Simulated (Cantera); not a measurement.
Charge: 1 mol Si, a varied amount of Cl₂, 0.22 mol H₂, held at 452 °C and 0.600 bar.

These are equilibrium values from Cantera (NASA tables, ideal gas, pure condensed phases), not measurements of a reactor. Candidate condensed phases: Si; 19 gas species. The tables' values for SiCl₃ are old estimates; treat these amounts as uncertain. Kinetics and transport are ignored.

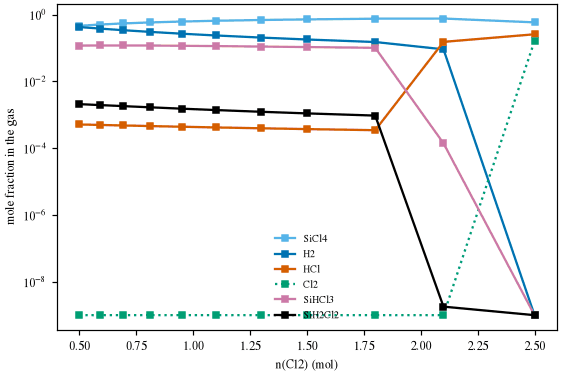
Figure: Equilibrium gas composition (values under 1e-9 drawn at 1e-9)

Task: Read off the mole fractions at 2.5 mol Cl₂.

Result: SiCl₄ about 0.58, HCl about 0.26, Cl₂ about 0.16.
